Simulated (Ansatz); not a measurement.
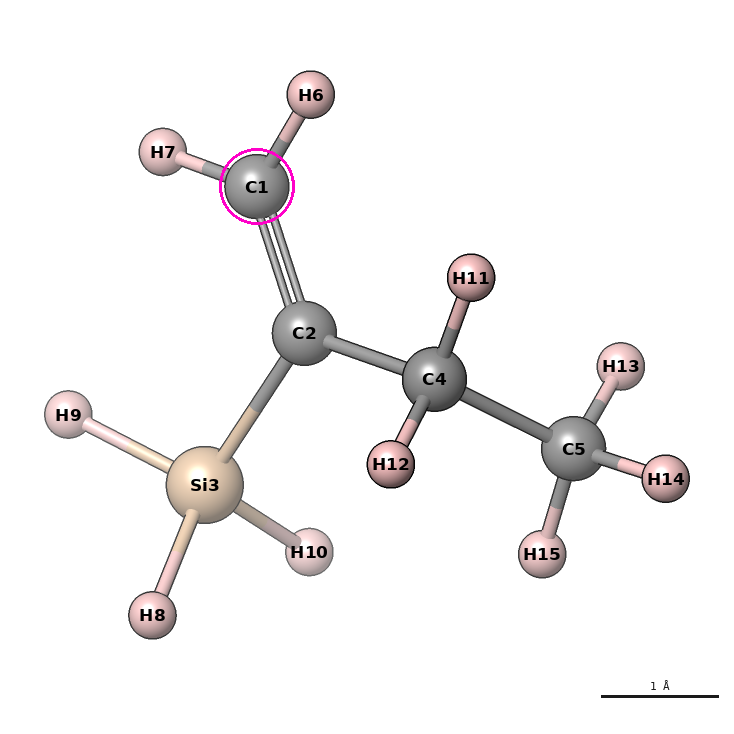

Orthographic view. Atoms fade into the background with distance from the viewer. The geometry was computed by an optimisation with PBE0-D4/def2-TZVP.

Name the neighbours of the circled atom.

The circled atom is C1; it is bonded to C2, H6, H7.

Which two atoms are farthest apart in space?

H9 and H14, 5.79 Å.

Of C2 and C4, which is nearer the viewer?

C4; the bond to C2 points away from the viewer, so it looks shorter than its 1.50 Å.

What is the shortest path along bonds from the circled atom to H10?

C1–C2–Si3–H10, 3 bonds; through space the two are 3.74 Å apart.
